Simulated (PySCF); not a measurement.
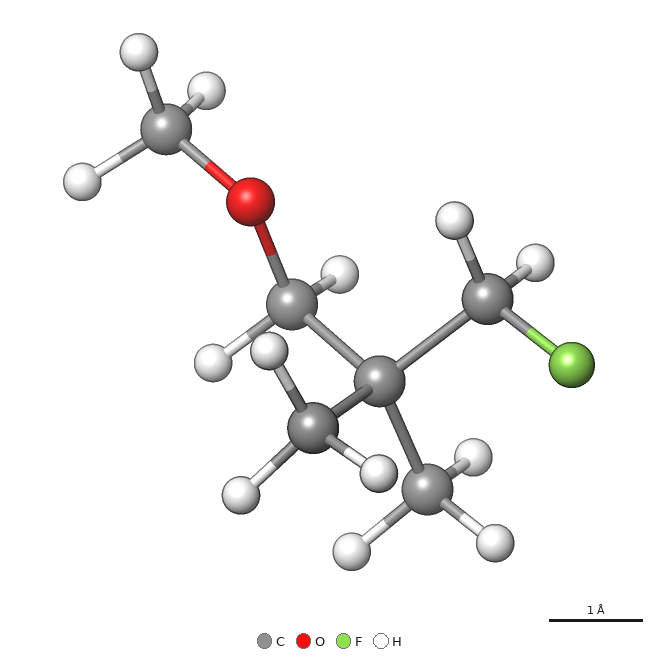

Rendered structure (ball-and-stick style). Every bond is drawn as one stick, whatever its order.

The computed structure is the end point of a PBE0-D3(BJ)/def2-SVP optimisation. No frequency run is at hand to confirm it as a minimum.

What is the molecular formula?

C6H13FO, 21 atoms: 6 carbon, 13 hydrogen, 1 fluorine and 1 oxygen.

Give the symmetry (Schoenflies symbol).

C1.

Name some functional groups or characteristic bonds that it holds.

Among them: ether, C–F bond.

Give a SMILES string for it.

COCC(C)(C)CF

Describe its rings.

It has no ring.

More results for the same structure follow; atom numbers are the same in all pictures, views and colours differ.

## Shape

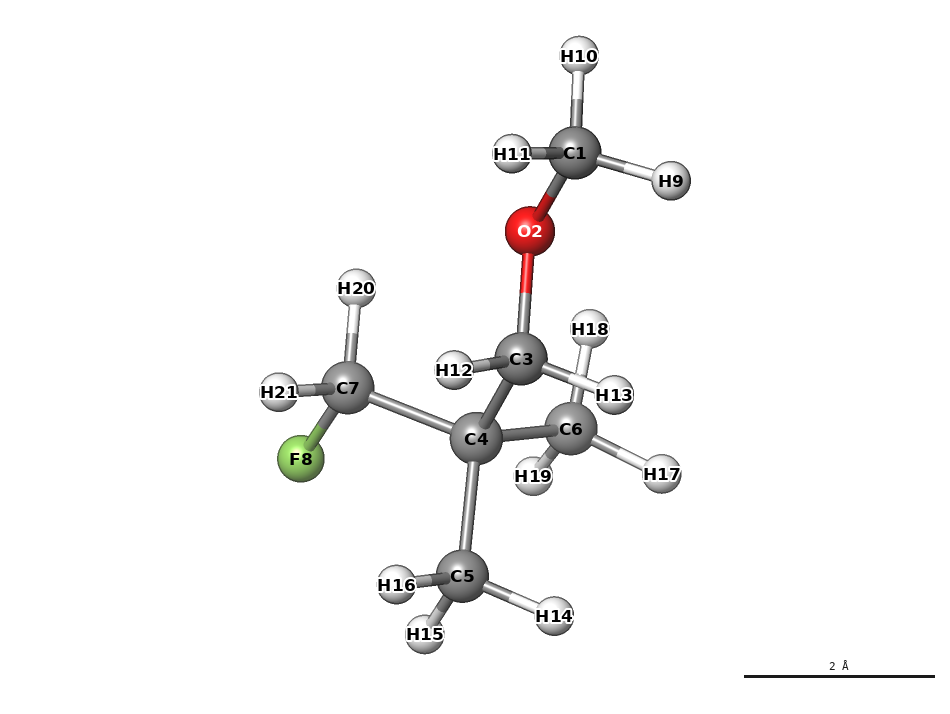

The atoms are numbered. No frequency run is at hand to confirm it as a minimum.

Which atoms are bonded, and how long are the bonds? Leave out bonds to hydrogen.

```csv
bond,length (Å),order
C1–O2,1.392,single
O2–C3,1.397,single
C3–C4,1.526,single
C4–C5,1.528,single
C4–C6,1.529,single
C4–C7,1.526,single
C7–F8,1.375,single
```

## Charges

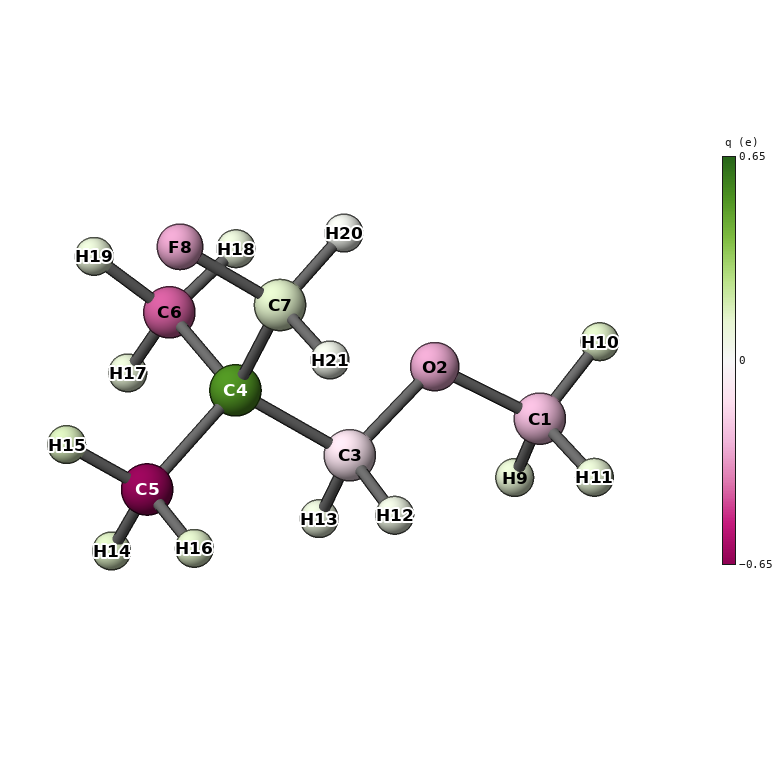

Atoms are coloured by their ESP-fitted charges. No frequency run is at hand to confirm it as a minimum. Properties computed with PBE0/pcSseg-1 in chloroform (IEF-PCM) (PySCF 2.14.0).

List the ESP-fitted charges.

| atom | value (e) |
| --- | --- |
| C1 | −0.24 |
| O2 | −0.28 |
| C3 | −0.10 |
| C4 | 0.50 |
| C5 | −0.62 |
| C6 | −0.42 |
| C7 | 0.14 |
| F8 | −0.29 |
| H9 | 0.12 |
| H10 | 0.14 |
| H11 | 0.11 |
| H12 | 0.06 |
| H13 | 0.09 |
| H14 | 0.14 |
| H15 | 0.16 |
| H16 | 0.13 |
| H17 | 0.10 |
| H18 | 0.09 |
| H19 | 0.10 |
| H20 | 0.02 |
| H21 | 0.04 |

## Excitation

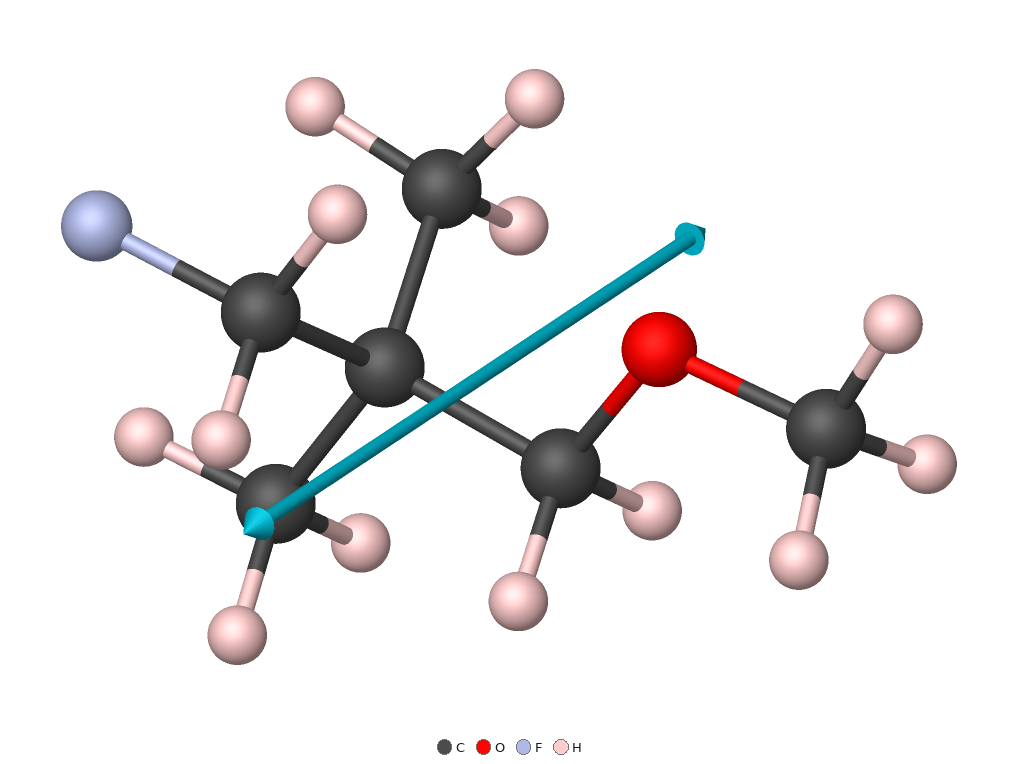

The double arrow shows the direction of the transition dipole to excited singlet state 2 (its length means nothing). No frequency run is at hand to confirm it as a minimum. Properties computed with TDDFT CAM-B3LYP/def2-SVPD, vertical, IEF-PCM dimethylsulfoxide (non-equilibrium linear response), core orbitals frozen in the response (PySCF 2.14.0).

Where does the transition lie, and how strong is it?

8.20 eV (151 nm), oscillator strength 0.054, mainly HOMO → LUMO+2 (weight 0.71); transition dipole 1.31 D.

## Quadrupole coupling

No frequency run is at hand to confirm it as a minimum. Electric field gradients from the ground-state density, PBE0/pcSseg-1 in chloroform (IEF-PCM) (PySCF 2.14.0), non-relativistic apart from any core potentials.

Give the largest field-gradient component, the quadrupole coupling constant and the asymmetry for 17O at O2 (Q = −25.6 mb).

| atom | V_zz (a.u.) | e²qQ/h (MHz) | η |
| --- | --- | --- | --- |
| O2 | −1.984 | 11.93 | 0.99 |
